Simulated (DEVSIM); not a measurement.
System: abrupt Si n-p junction, at 300 K.

```
layer (left to right)  material  thickness (μm)  Nd (cm⁻³)  Na (cm⁻³)  τn (s)  τp (s)
---------------------  --------  --------------  ---------  ---------  ------  ------
1                            Si            11.0       1e18          -  1.4e-7  1.4e-7
2                            Si            10.0          -     4.5e15  1.4e-7  1.4e-7
```

Left contact: ohmic. Right contact: ohmic. Voltage is applied to the left contact. Recombination: SRH at mid-gap, Auger. Mobility is constant in doping.

This is a model device: material constants are rounded textbook-type values typed into the input, and sizes, dopings and lifetimes were drawn at random. Values at 300 K.

| parameter | Si |
|---|---|
| gap (eV) | 1.124 |
| affinity (eV) | 4.05 |
| permittivity | 11.7 |
| Nc (cm⁻³) | 2.86e19 |
| Nv (cm⁻³) | 3.1e19 |
| μn (cm²/Vs) | 1417 |
| μp (cm²/Vs) | 470 |
| Cn (cm⁶/s) | 2.8e-31 |
| Cp (cm⁶/s) | 9.9e-32 |

Model (solved in DEVSIM): 1D drift-diffusion, Boltzmann statistics, complete ionisation; no tunnelling, impact ionisation, image-force lowering or self-heating.

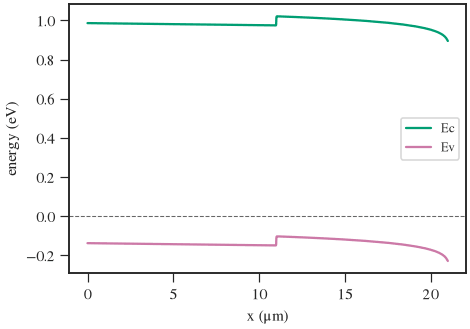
Band edges at -0.9 V on the left contact

Energies count from the Fermi level of the right contact; mesh points crowd at the junctions.

```json
[
 {"x (μm)": "0.000", "Ec (eV)": "0.987", "Ev (eV)": "-0.137", "n (cm⁻³)": "1.0e18", "p (cm⁻³)": "120", "field (V/cm)": "-11"},
 {"x (μm)": "0.03729", "Ec (eV)": "0.987", "Ev (eV)": "-0.137", "n (cm⁻³)": "1.0e18", "p (cm⁻³)": "1.1e14", "field (V/cm)": "-11"},
 {"x (μm)": "0.1322", "Ec (eV)": "0.987", "Ev (eV)": "-0.137", "n (cm⁻³)": "1.0e18", "p (cm⁻³)": "3.9e14", "field (V/cm)": "-11"},
 {"x (μm)": "0.3740", "Ec (eV)": "0.986", "Ev (eV)": "-0.138", "n (cm⁻³)": "1.0e18", "p (cm⁻³)": "1.1e15", "field (V/cm)": "-11"},
 {"x (μm)": "1.379", "Ec (eV)": "0.985", "Ev (eV)": "-0.139", "n (cm⁻³)": "1.0e18", "p (cm⁻³)": "3.9e15", "field (V/cm)": "-11"},
 {"x (μm)": "3.550", "Ec (eV)": "0.983", "Ev (eV)": "-0.141", "n (cm⁻³)": "1.0e18", "p (cm⁻³)": "9.8e15", "field (V/cm)": "-11"},
 {"x (μm)": "7.632", "Ec (eV)": "0.979", "Ev (eV)": "-0.145", "n (cm⁻³)": "1.0e18", "p (cm⁻³)": "2.0e16", "field (V/cm)": "-10"},
 {"x (μm)": "10.06", "Ec (eV)": "0.976", "Ev (eV)": "-0.148", "n (cm⁻³)": "1.0e18", "p (cm⁻³)": "2.7e16", "field (V/cm)": "-10"},
 {"x (μm)": "10.65", "Ec (eV)": "0.975", "Ev (eV)": "-0.149", "n (cm⁻³)": "1.0e18", "p (cm⁻³)": "2.8e16", "field (V/cm)": "-10"},
 {"x (μm)": "10.88", "Ec (eV)": "0.975", "Ev (eV)": "-0.149", "n (cm⁻³)": "1.0e18", "p (cm⁻³)": "2.9e16", "field (V/cm)": "-10"},
 {"x (μm)": "10.97", "Ec (eV)": "0.975", "Ev (eV)": "-0.149", "n (cm⁻³)": "1.0e18", "p (cm⁻³)": "2.9e16", "field (V/cm)": "≈ 0"},
 {"x (μm)": "11.01", "Ec (eV)": "1.017", "Ev (eV)": "-0.107", "n (cm⁻³)": "2.0e17", "p (cm⁻³)": "1.5e17", "field (V/cm)": "6500"},
 {"x (μm)": "11.07", "Ec (eV)": "1.021", "Ev (eV)": "-0.103", "n (cm⁻³)": "1.7e17", "p (cm⁻³)": "1.7e17", "field (V/cm)": "-29"},
 {"x (μm)": "11.21", "Ec (eV)": "1.021", "Ev (eV)": "-0.103", "n (cm⁻³)": "1.7e17", "p (cm⁻³)": "1.7e17", "field (V/cm)": "-32"},
 {"x (μm)": "11.80", "Ec (eV)": "1.019", "Ev (eV)": "-0.105", "n (cm⁻³)": "1.6e17", "p (cm⁻³)": "1.6e17", "field (V/cm)": "-34"},
 {"x (μm)": "13.08", "Ec (eV)": "1.014", "Ev (eV)": "-0.110", "n (cm⁻³)": "1.4e17", "p (cm⁻³)": "1.4e17", "field (V/cm)": "-40"},
 {"x (μm)": "16.20", "Ec (eV)": "0.998", "Ev (eV)": "-0.126", "n (cm⁻³)": "8.4e16", "p (cm⁻³)": "8.8e16", "field (V/cm)": "-66"},
 {"x (μm)": "19.13", "Ec (eV)": "0.970", "Ev (eV)": "-0.154", "n (cm⁻³)": "3.5e16", "p (cm⁻³)": "4.0e16", "field (V/cm)": "-150"},
 {"x (μm)": "20.49", "Ec (eV)": "0.937", "Ev (eV)": "-0.187", "n (cm⁻³)": "1.1e16", "p (cm⁻³)": "1.6e16", "field (V/cm)": "-420"},
 {"x (μm)": "20.81", "Ec (eV)": "0.919", "Ev (eV)": "-0.205", "n (cm⁻³)": "4.9e15", "p (cm⁻³)": "9.2e15", "field (V/cm)": "-830"},
 {"x (μm)": "20.94", "Ec (eV)": "0.905", "Ev (eV)": "-0.219", "n (cm⁻³)": "1.9e15", "p (cm⁻³)": "6.0e15", "field (V/cm)": "-1400"},
 {"x (μm)": "21.00", "Ec (eV)": "0.896", "Ev (eV)": "-0.228", "n (cm⁻³)": "26000", "p (cm⁻³)": "4.5e15", "field (V/cm)": "-1700"}
]
```
